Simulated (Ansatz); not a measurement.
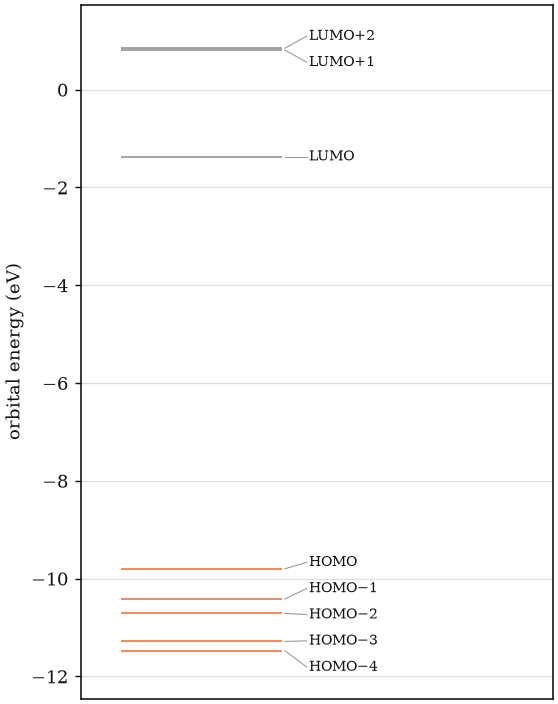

Kohn-Sham orbital energies near the frontier, ωB97X-V/def2-TZVPP with the Ansatz code, at a PBE0-D4/def2-TZVP geometry (a minimum by its frequencies), isolated molecule; empty levels in grey, levels within 0.03 eV side by side.

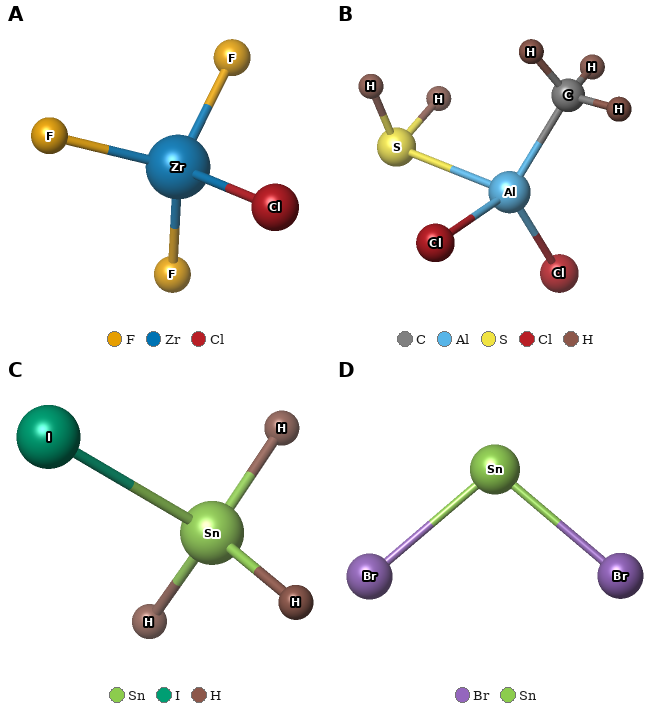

Which molecule has this level scheme? The candidates are drawn in the second picture.

Answer. Structure D, SnBr₂, SMILES [Br][Sn][Br], singlet. HOMO −9.80 eV, LUMO −1.37 eV, separation 8.43 eV.

Note: core potentials past krypton; no scalar relativity up to krypton; spin-orbit coupling is left out, and with Br and Sn it can shift these levels and split any degenerate set; empty levels above zero depend strongly on the basis.
